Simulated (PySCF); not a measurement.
```xyz
13

C     2.0022   -0.3728    0.9312
C     0.6201   -0.4477    0.4627
O     0.5320   -0.3545   -0.9457
C    -0.7358    0.0633   -1.2477
F    -1.5574   -1.0013   -1.5085
C    -1.2242    0.7832    0.0517
F    -2.3441    0.1491    0.5236
O    -0.1807    0.6621    0.9234
H     2.7798   -0.1451    0.2325
H     2.2031   -0.4805    1.9765
H     0.1265   -1.3783    0.8144
H    -0.7327    0.6866   -2.1477
H    -1.4931    1.8363   -0.0842
```

Geometry: GFN2-xTB.

The calculation used PySCF 2.14.0, density-fitted response routines, UKS B3LYP, pcH-1 on C F H O, non-relativistic, mean-field spin-orbit, GIAO.

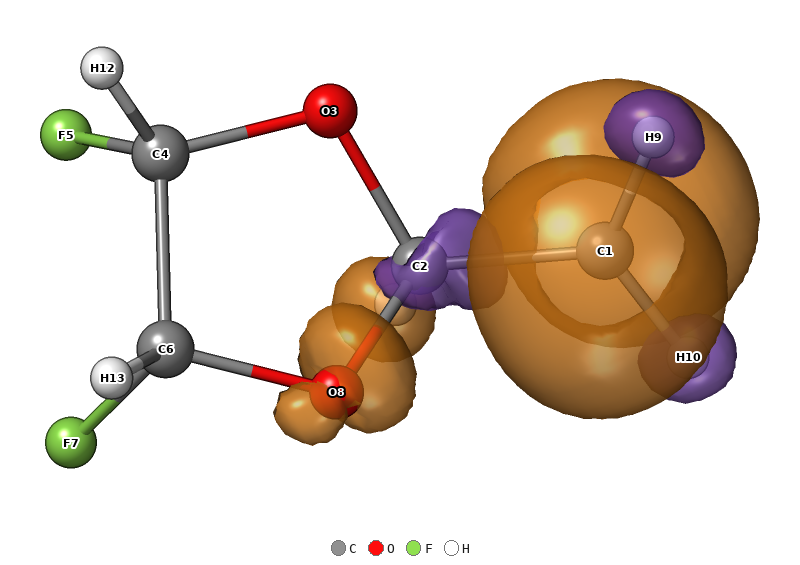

C₄H₅F₂O₂ (doublet). Isosurfaces of the spin density at +0.02 (orange) and −0.02 e/Å³ (purple), seen across its widest extent.

### Where is the unpaired spin?

The unpaired spin (1 electron) lies mostly on C1 (about 0.8), in electrons by Hirshfeld's partition.
